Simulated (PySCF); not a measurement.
## Electronic structure of AlSb (triplet) in real space

```xyz
2

Al    0.0000    0.0000   -2.2573
Sb    0.0000    0.0000    0.5037
```

Core potentials replace the inner electrons of Sb.

Level of theory: PySCF 2.14.0, PBE0/def2-SVPD, non-relativistic Hamiltonian with scalar-relativistic core potentials where named, at a bond length of 2.761 Å.

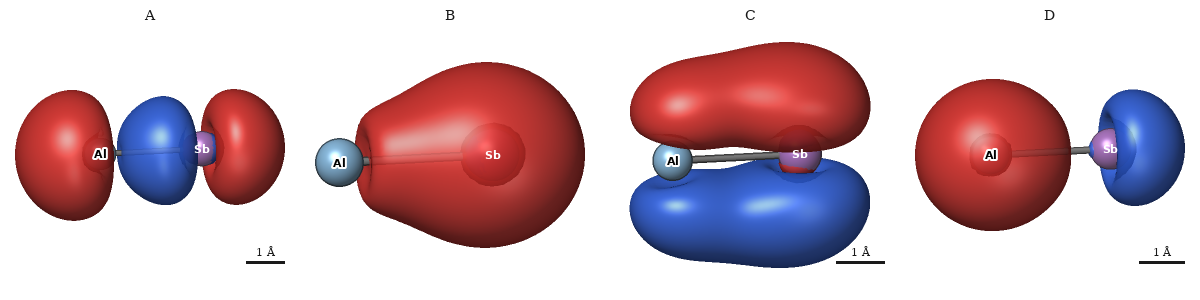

Figure 1. Four frontier β-spin orbitals, each drawn at the value that holds 80 % of its norm (red and blue are the two phases), in no order; of a degenerate pair one member is drawn.

Question: Name the orbitals and rank them from lowest to highest energy.

Answer: Orbital B: σ, occupied in this spin, −13.32 eV; mainly on Sb (90 %).
Orbital D: σ, occupied in this spin, −8.74 eV; mainly on Al (70 %).
Orbital A: σ, occupied in this spin, −5.17 eV; shared between the atoms (Al 50 %, Sb 50 %).
Orbital C: π, empty in this spin, −3.25 eV; mainly on Sb (70 %).

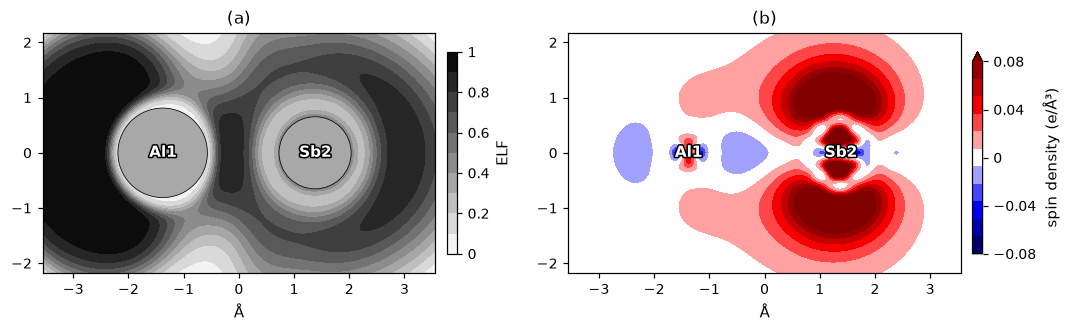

Figure 2. (a) ELF; (b) spin density (α minus β) on a plane that holds the molecular axis. Grey discs cover the atomic cores in the ELF map.

Question: Interpret the plot.

Answer: Atoms in the plane: Al and Sb. Al–Sb (2.76 Å): the ELF peaks at about 0.90 between the atoms; a shared electron pair. The ELF also peaks beside Sb2 and Al1, away from the bonds: non-bonding electrons, paired or unpaired. The unpaired spin (2 electrons) lies mostly on Sb2 (about 1.8) and Al1 (about 0.2), in electrons by Hirshfeld's partition.

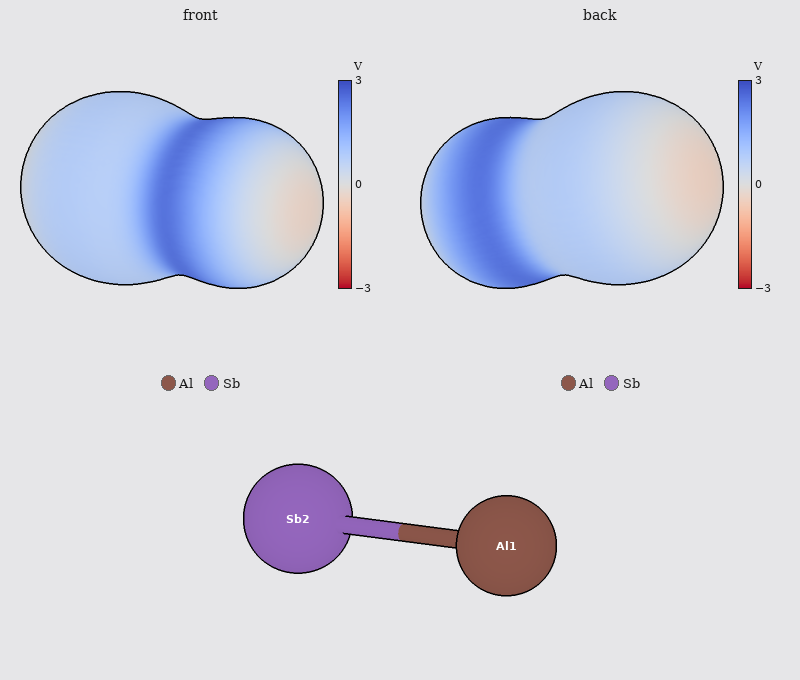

Figure 3. The electrostatic potential painted on the density surface at 0.004 e/bohr³, seen from the front and from behind; red is negative and blue positive. The bare structure is drawn below in the same view.

Question: Where is the surface potential most negative and most positive?

Answer: The most negative region (about −0.4 V) lies over Sb2, the most positive (about +2.4 V) over Al1.
